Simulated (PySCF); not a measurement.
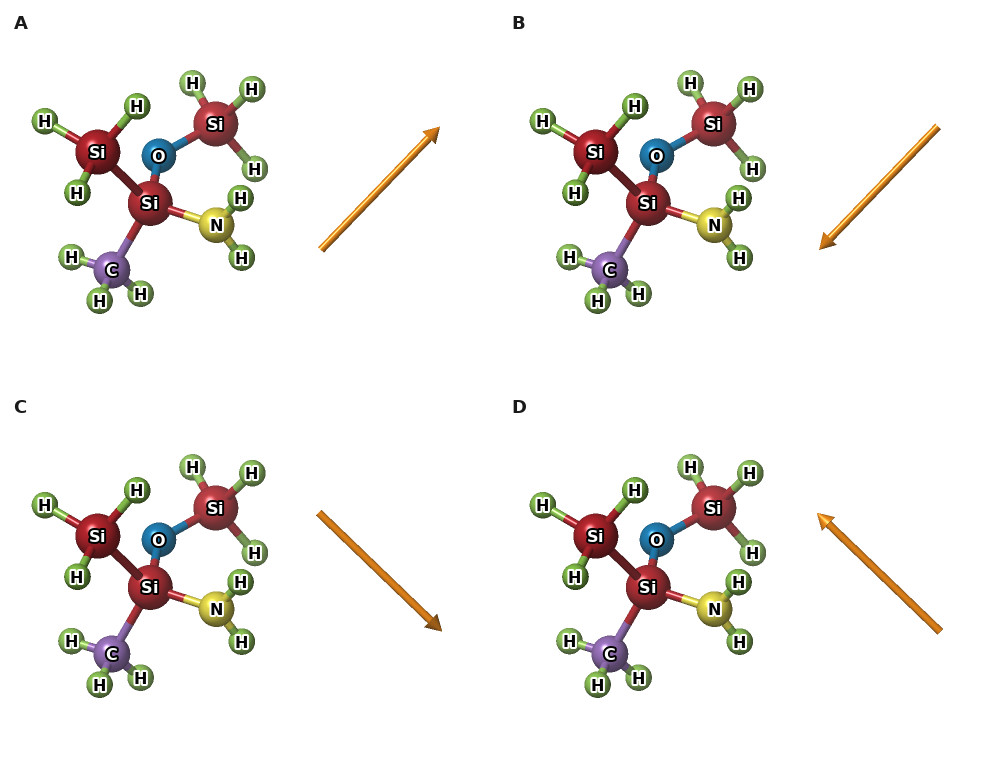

The same molecule four times, each with an arrow. The geometry was computed by an optimisation with PBE0-D3(BJ)/def2-SVP. No frequency run is at hand to confirm it as a minimum. Method: CAM-B3LYP/def2-SVPD, gas phase (PySCF 2.14.0).

> Which arrow points along the dipole moment, from the negative to the positive end?

C. The dipole moment is 1.71 D.
